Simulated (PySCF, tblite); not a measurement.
**C2H8SSi2: a rotation path, then NMR shifts on frames**

How do NMR shifts of C2H8SSi2 (`CC(=S)[SiH2][SiH3]`) change as the atoms move?

Programs: tblite 0.8.0 and PySCF 2.14.0, with density-fitted response routines of our own. Each step states its level of theory. These are calculated values for one molecule in the gas phase, unless marked as measured. Atoms are numbered from 0 throughout.

## Step 1: Starting geometry

13 atoms, charge 0, multiplicity 1; geometry from: GFN2-xTB.

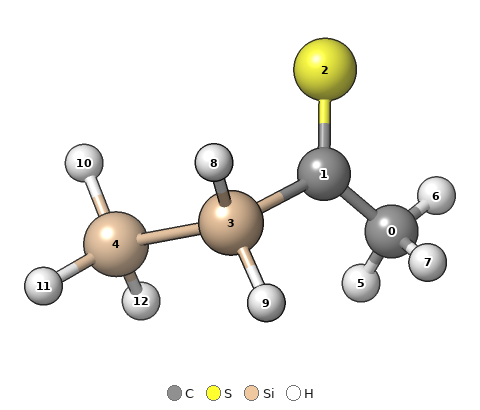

The starting geometry (carbon grey, sulfur yellow, silicon light orange, hydrogen white), atoms numbered.

## Step 2: A band between two rotamers with GFN2-xTB

The job: settings as JSON, then the geometry in Å.

```
{"job": {"kind": "neb", "xc": "GFN2-xTB", "basis": "xTB", "atoms": [0, 1, 3, 4], "turn": 120}, "charge": 0, "multiplicity": 1}
C      1.924942     0.238957     0.826374
C      1.053084    -0.690801     0.062174
S      1.127949    -2.301306     0.308063
Si    -0.238014     0.003056    -1.143640
Si    -2.243508     0.184054     0.004746
H      1.315339     0.987174     1.334830
H      2.535619    -0.289027     1.556500
H      2.576457     0.771758     0.132001
H     -0.253260    -0.906663    -2.289392
H      0.317044     1.283258    -1.610151
H     -2.744382    -1.108864     0.469369
H     -3.269994     0.781241    -0.851761
H     -2.105664     1.047649     1.183159
```

Level: GFN2-xTB climbing-image nudged elastic band, gas phase.

On the command line:

```console
> OMP_NUM_THREADS=1 python probes_run.py task.json out
```

This one command runs all jobs of the session in turn.

Log:

```text
image   E - E0 / eV
  0       0.0000
  1       0.0088
  2       0.0330
  3       0.0577
  4       0.0715
  5       0.0618
  6       0.0380
  7       0.0149
  8       0.0019
```

Wall time 2.7 s (1 thread of Intel Xeon Platinum 8488C, shared host); peak memory 0.18 GiB.

The final band, with the dihedral C0–C1–Si3–Si4:

```tsv
image	dihedral (°)	energy (eV)	energy (kcal/mol)
0	-94	0.000	0.0
1	-71	0.009	0.2
2	-49	0.033	0.8
3	-27	0.058	1.3
4	-5	0.071	1.6
5	18	0.062	1.4
6	40	0.038	0.9
7	63	0.015	0.3
8	87	0.002	0.0
```

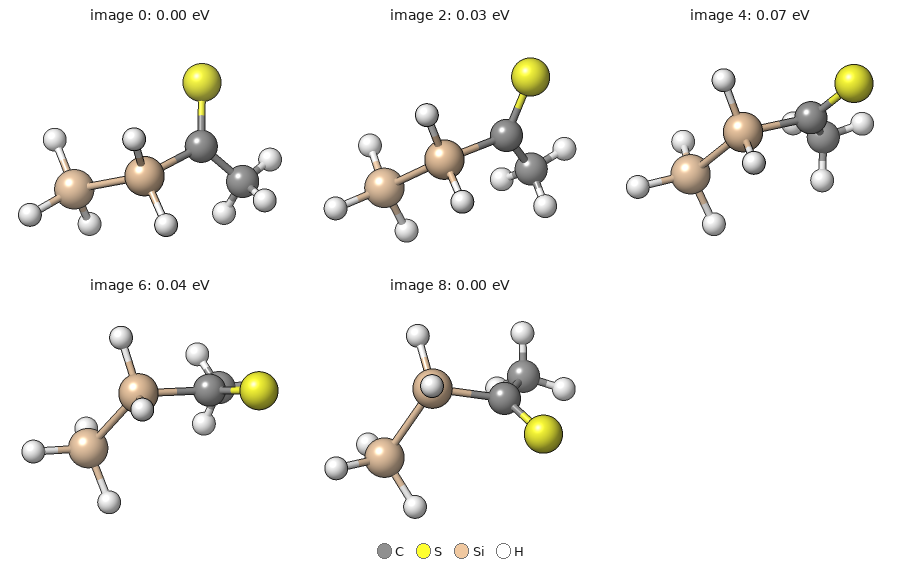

Images along the band.

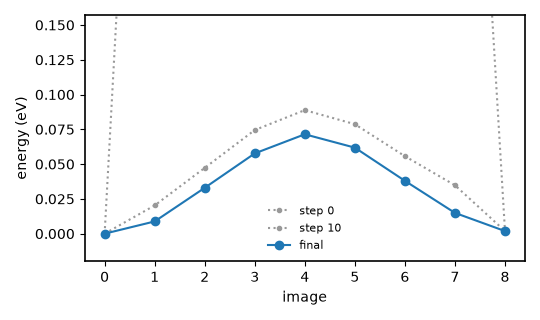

Energy along the band, early and final.

## Step 3: Shielding tensors: image 0, PBE0/pcSseg-1

The job: settings as JSON, then the geometry in Å.

```
{"job": {"kind": "nmr", "xc": "PBE0", "basis": "pcSseg-1", "pop": false}, "charge": 0, "multiplicity": 1}
C      1.924900     0.239000     0.826400
C      1.053100    -0.690800     0.062200
S      1.127900    -2.301300     0.308100
Si    -0.238000     0.003100    -1.143600
Si    -2.243500     0.184100     0.004700
H      1.315300     0.987200     1.334800
H      2.535600    -0.289000     1.556500
H      2.576500     0.771800     0.132000
H     -0.253300    -0.906700    -2.289400
H      0.317000     1.283300    -1.610200
H     -2.744400    -1.108900     0.469400
H     -3.270000     0.781200    -0.851800
H     -2.105700     1.047600     1.183200
```

Level: GIAO PBE0/pcSseg-1 NMR shielding, non-relativistic, gas phase.

Log:

```text
coarse grid: 12008 points
cycle   1  E = -1057.5762487506  dE =  1.949e-01  |g| = 2.947e-01  |ddm| = 3.282e+00
cycle   2  E = -1057.5478183160  dE =  2.843e-02  |g| = 4.429e-01  |ddm| = 8.947e-01
cycle   3  E = -1057.6004056946  dE = -5.259e-02  |g| = 1.215e-01  |ddm| = 6.111e-01
cycle   4  E = -1057.6041838962  dE = -3.778e-03  |g| = 3.279e-02  |ddm| = 1.470e-01
cycle   5  E = -1057.6044796450  dE = -2.957e-04  |g| = 3.033e-03  |ddm| = 3.863e-02
cycle   6  E = -1057.6044822768  dE = -2.632e-06  |g| = 1.284e-03  |ddm| = 7.606e-03
final grid: 100992 points
cycle   7  E = -1057.6349102068  dE = -6.417e-06  |g| = 9.017e-03  |ddm| = 2.018e-02
cycle   8  E = -1057.6348417185  dE =  6.849e-05  |g| = 1.789e-02  |ddm| = 2.662e-02
cycle   9  E = -1057.6349304298  dE = -8.871e-05  |g| = 1.947e-03  |ddm| = 2.005e-02
cycle  10  E = -1057.6349314380  dE = -1.008e-06  |g| = 1.944e-04  |ddm| = 1.943e-03
cycle  11  E = -1057.6349314473  dE = -9.279e-09  |g| = 4.202e-05  |ddm| = 3.078e-04
cycle  12  E = -1057.6349314479  dE = -5.707e-10  |g| = 1.207e-05  |ddm| = 8.356e-05
converged SCF energy = -1057.6349314479

GIAO shielding tensors (ppm)
atom      isotropic    diamagn.    paramagn.     s11        s22        s33       span
  0 C      132.123     248.322    -116.199     97.517    122.595    176.257     78.741
  1 C     -141.538     262.573    -404.111   -344.443   -243.765    163.593    508.036
  2 S     -926.222    1057.363   -1983.585  -2761.967   -600.424    583.725   3345.692
  3 Si     418.784     881.494    -462.710    375.364    415.655    465.333     89.969
  4 Si     460.293     880.027    -419.734    441.330    464.535    475.014     33.684
  5 H       27.922      30.565      -2.643     25.276     28.835     29.656      4.379
  6 H       28.302      29.781      -1.479     25.950     27.329     31.626      5.677
  7 H       28.089      28.973      -0.884     25.097     28.355     30.813      5.716
  8 H       27.295      29.560      -2.265     24.091     26.227     31.567      7.476
  9 H       26.635      30.110      -3.476     23.343     26.110     30.451      7.108
 10 H       28.267      28.892      -0.625     24.776     26.389     33.635      8.859
 11 H       28.206      28.457      -0.251     25.219     25.495     33.903      8.683
 12 H       28.198      29.271      -1.074     24.718     26.664     33.212      8.494
```

It took 18 s on 1 thread of Intel Xeon Platinum 8488C, shared host; peak memory 0.71 GiB.

Shifts follow as δ = σ(reference) − σ, with reference shieldings (ppm) from runs at the same level and on the same kind of geometry: ¹H TMS 31.72, ¹³C TMS 186.9, ²⁹Si TMS 349.2, ³³S CS2 504. The references are single molecules in the gas phase. Each atom is listed at this fixed geometry, with no averaging over motion; a spectrum would average atoms that exchange fast.

```tsv
atoms	environment	σ (ppm)	δ (ppm)
C1	thiocarbonyl carbon	-141.5	328.5
C0	methyl carbon	132.1	54.8
H9	hydrogen on a silicon bonded to C, Si	26.63	5.08
H8	hydrogen on a silicon bonded to C, Si	27.29	4.42
H5	hydrogen on a methyl carbon	27.92	3.79
H7	hydrogen on a methyl carbon	28.09	3.63
H12	hydrogen on a silicon bonded to Si	28.20	3.52
H11	hydrogen on a silicon bonded to Si	28.21	3.51
H10	hydrogen on a silicon bonded to Si	28.27	3.45
H6	hydrogen on a methyl carbon	28.30	3.42
S2	thione sulfur	-926	1430
Si3	silicon bonded to C, Si, 2 H	418.8	-69.6
Si4	silicon bonded to Si, 3 H	460.3	-111.1
```

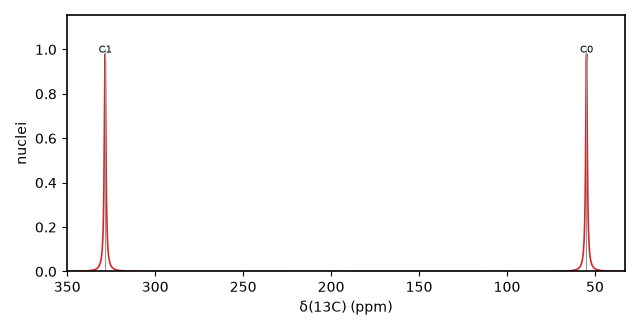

¹³C lines at the computed shifts, without couplings. Lines are broadened to a width of 1 ppm (Lorentzian).

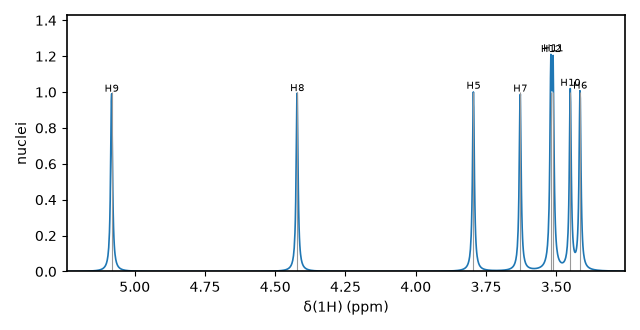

¹H lines at the computed shifts, without couplings. Lines are broadened to a width of 0.01 ppm (Lorentzian).

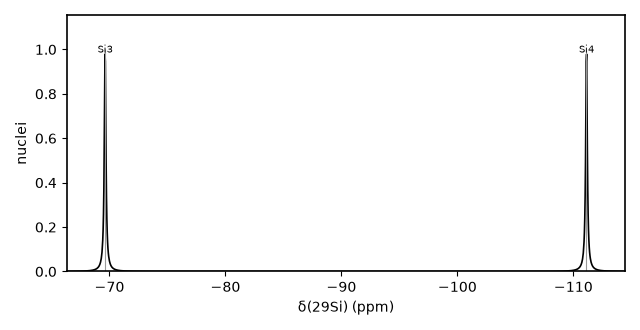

²⁹Si lines at the computed shifts, without couplings. Lines are broadened to a width of 0.17 ppm (Lorentzian).

The fields below are evaluated on a grid from the run's orbitals.

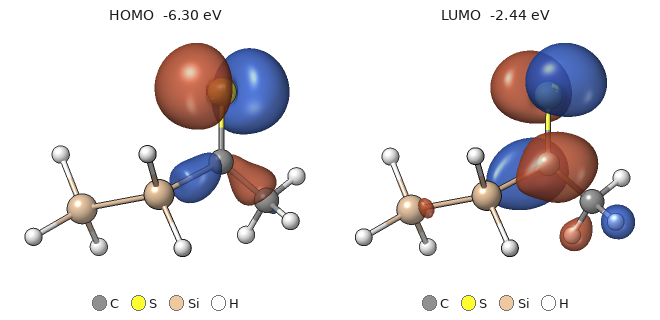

Frontier orbitals at PBE0/pcSseg-1; each surface holds 70 % of the orbital's density, blue and red mark the sign.

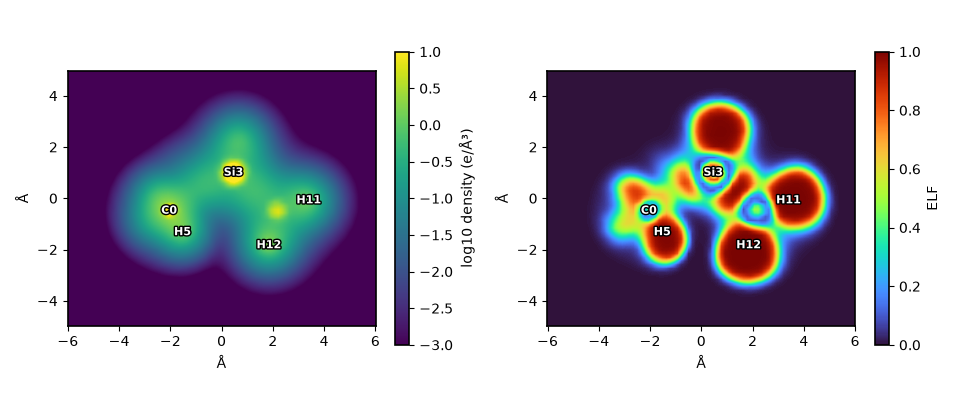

Density (left) and ELF (right) in a plane through or near 5 of the atoms.

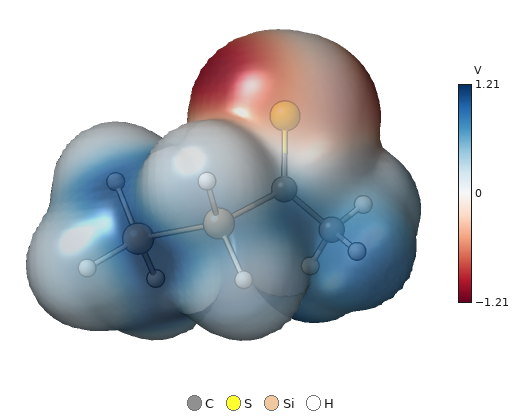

The potential that a unit positive charge feels on the 0.002 e/bohr³ surface, from -1.02 V near S2 to 1.21 V near H5.

## Step 4: NMR shieldings: image 2, PBE0/pcSseg-1

The job: settings as JSON, then the geometry in Å.

```
{"job": {"kind": "nmr", "xc": "PBE0", "basis": "pcSseg-1", "pop": false}, "charge": 0, "multiplicity": 1}
C      1.583500     0.146200     1.009700
C      1.199400    -0.705500    -0.147300
S      1.948600    -2.128800    -0.407400
Si    -0.229000    -0.163900    -1.285100
Si    -2.030000     0.408100     0.053600
H      0.711400     0.337100     1.637100
H      2.360700    -0.325100     1.609000
H      1.942900     1.112500     0.653900
H     -0.454900    -1.286000    -2.195300
H      0.298700     0.950000    -2.086800
H     -2.474000    -0.707500     0.892100
H     -3.174700     0.869800    -0.731700
H     -1.687100     1.493700     0.980500
```

Method: GIAO PBE0/pcSseg-1 NMR shielding, non-relativistic, gas phase.

Log:

```text
coarse grid: 12008 points
cycle   1  E = -1057.5743745003  dE =  1.976e-01  |g| = 2.961e-01  |ddm| = 3.287e+00
cycle   2  E = -1057.5446345480  dE =  2.974e-02  |g| = 4.484e-01  |ddm| = 9.079e-01
cycle   3  E = -1057.5987141202  dE = -5.408e-02  |g| = 1.215e-01  |ddm| = 6.234e-01
cycle   4  E = -1057.6024956470  dE = -3.782e-03  |g| = 3.209e-02  |ddm| = 1.441e-01
cycle   5  E = -1057.6027778510  dE = -2.822e-04  |g| = 2.984e-03  |ddm| = 3.770e-02
cycle   6  E = -1057.6027804412  dE = -2.590e-06  |g| = 1.184e-03  |ddm| = 7.856e-03
final grid: 100992 points
cycle   7  E = -1057.6333270800  dE = -8.767e-06  |g| = 8.759e-03  |ddm| = 2.266e-02
cycle   8  E = -1057.6332622961  dE =  6.478e-05  |g| = 1.739e-02  |ddm| = 2.577e-02
cycle   9  E = -1057.6333461719  dE = -8.388e-05  |g| = 1.874e-03  |ddm| = 1.943e-02
cycle  10  E = -1057.6333471009  dE = -9.290e-07  |g| = 1.942e-04  |ddm| = 1.878e-03
cycle  11  E = -1057.6333471102  dE = -9.265e-09  |g| = 4.024e-05  |ddm| = 2.990e-04
cycle  12  E = -1057.6333471107  dE = -5.311e-10  |g| = 1.126e-05  |ddm| = 8.240e-05
converged SCF energy = -1057.6333471107

GIAO shielding tensors (ppm)
atom      isotropic    diamagn.    paramagn.     s11        s22        s33       span
  0 C      134.271     249.342    -115.071    100.423    125.737    176.653     76.230
  1 C     -135.890     261.493    -397.383   -331.551   -239.261    163.144    494.694
  2 S     -969.266    1056.370   -2025.636  -2830.121   -578.446    500.770   3330.891
  3 Si     407.347     880.933    -473.587    323.846    434.006    464.188    140.343
  4 Si     466.306     880.366    -414.060    456.028    465.502    477.389     21.362
  5 H       28.178      31.163      -2.984     24.452     29.334     30.749      6.296
  6 H       28.265      30.057      -1.793     25.804     27.473     31.516      5.712
  7 H       28.189      29.785      -1.597     25.319     28.427     30.821      5.502
  8 H       27.178      29.483      -2.306     23.425     26.646     31.462      8.037
  9 H       26.733      29.261      -2.528     24.494     25.447     30.257      5.763
 10 H       28.163      29.329      -1.167     25.369     25.750     33.368      7.999
 11 H       28.203      28.678      -0.475     25.041     25.622     33.946      8.905
 12 H       27.956      29.703      -1.747     24.840     26.192     32.837      7.997
```

Wall time 12 s (1 thread of Intel Xeon Platinum 8488C, shared host); peak memory 0.73 GiB.

This run: δ C1 322.8, C0 52.7, S2 1473, Si3 -58.2, H9 4.98, H8 4.54 ppm.

[end of part 1 of 2]
